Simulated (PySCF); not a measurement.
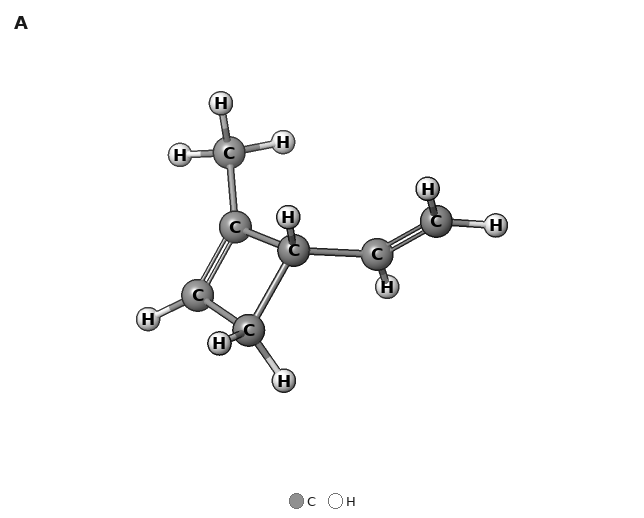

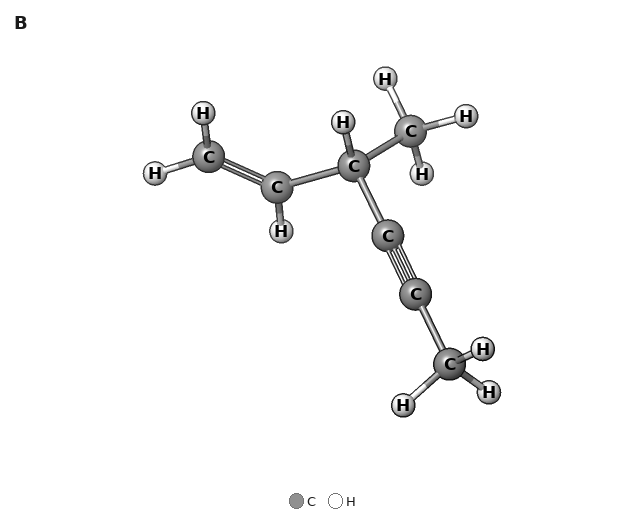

2 stationary structures of one formula. Geometries: GFN2-xTB. Electronic energies: PBE0/pcSseg-1 (PySCF 2.14.0), without zero-point energy. No frequency run is at hand to confirm each as a minimum. Each is one conformer, not always the lowest.

**Are they conformers, stereoisomers or constitutional isomers?**

They are constitutional isomers of C7H10: A `C=C[C@@H]1CC=C1C`, B `C=C[C@H](C)C#CC`.

**Which is lowest in energy, and by how much?**

A is lowest; B lies 9.6 kcal/mol above it.
